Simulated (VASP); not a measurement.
Band structure of BAs (space group P6_3mc). These are LDA (Ceperley-Alder, Perdew-Zunger), VASP's LDA PAW potentials (set 64) (plane waves; VASP 6.6.1) values and carry that method's errors.

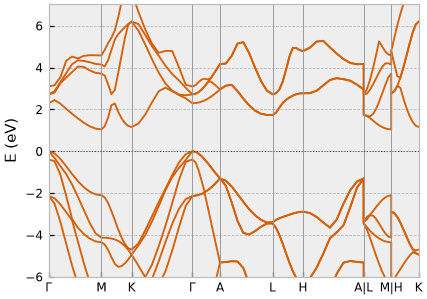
*Bands along high-symmetry lines, zero at the valence-band maximum or, without a gap, the Fermi level*

Read the plot: is there a gap, and where are the band edges?

The gap is indirect, 1.05 eV, from the valence maximum at Γ to the conduction minimum at M. (Edges off the drawn lines would not show.)

The structure comes from a computed database's BAs entry (P6_3mc); how it stands against other phases isn't given here. It was relaxed first.
